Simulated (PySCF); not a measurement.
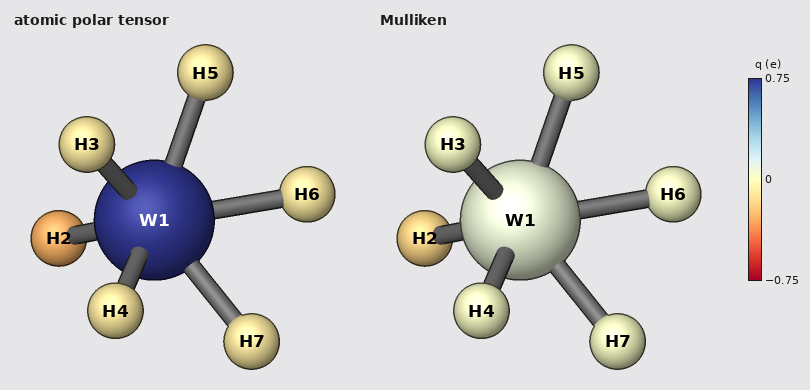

Atomic charges of one calculation by 2 schemes, on one colour scale. The species is neutral and a spin singlet. The geometry was computed by an optimisation with PBE0/def2-TZVP with core potentials. Method: PBE0/def2-TZVP, core potentials on W (PySCF 2.14.0).

Which scheme gives the most polar picture (largest mean size of the charges)?

The atomic polar tensor charges are the largest in size here.

List the charges (e), one line for each set of equivalent atoms.

```csv
atom,atomic polar tensor,Mulliken
W1,0.74,0.07
H2,−0.28,−0.17
"H3, H4, H5…",−0.09,0.02
```

The search tried a few shapes and spins; others may lie lower.
